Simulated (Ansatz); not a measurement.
FeB$_{4}$ (space group Pnnm)

```yaml
crystal:
  lattice:
    - [4.46513, 0.00000, 0.00000]
    - [0.00000, 5.26065, 0.00000]
    - [0.00000, 0.00000, 2.98871]
  atoms:
    - { symbol: Fe, position: [0.50000, 0.00000, 0.00000] }
    - { symbol: Fe, position: [0.00000, 0.50000, 0.50000] }
    - { symbol: B, position: [0.16169, 0.87350, 0.50000] }
    - { symbol: B, position: [0.83831, 0.12650, 0.50000] }
    - { symbol: B, position: [0.66169, 0.62650, 0.00000] }
    - { symbol: B, position: [0.33831, 0.37350, 0.00000] }
    - { symbol: B, position: [0.74957, 0.81250, 0.50000] }
    - { symbol: B, position: [0.25043, 0.18750, 0.50000] }
    - { symbol: B, position: [0.24957, 0.68750, 0.00000] }
    - { symbol: B, position: [0.75043, 0.31250, 0.00000] }
```

The volume is varied about the relaxed value V₀ at fixed cell shape. The atoms relax within the cell's symmetry.

Calculation: PBEsol (plane waves to 420 eV, PAW, scalar-relativistic; Ansatz, a first-principles code). k mesh 9×8×14 (Γ-centred), Fermi-Dirac smearing 0.05 eV. Energies are smeared free energies. With the shape held, the modulus is that of even scaling; a crystal free to change shape is softer. FeB4 is run without spin polarisation. FeB4 was relaxed with its symmetry unable to fall. ΔE is measured from the relaxed starting cell.

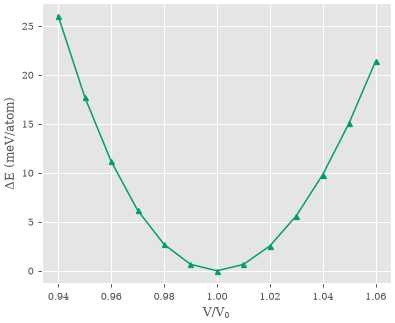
Fig. 1. ΔE (meV/atom) against V/V₀; one marker a computed point.

Task: What is ΔE at V/V₀ = 0.940?

Result: About 26 meV/atom.

Task: What bulk modulus at fixed cell shape B₀ follows from a third-order Birch-Murnaghan fit?

Result: About 300 GPa.

Task: What is ΔE at V/V₀ = 1.060?

Result: About 21 meV/atom.

(A scan under strain: stresses follow from slopes of the energy per volume, elastic moduli from its curvatures.)
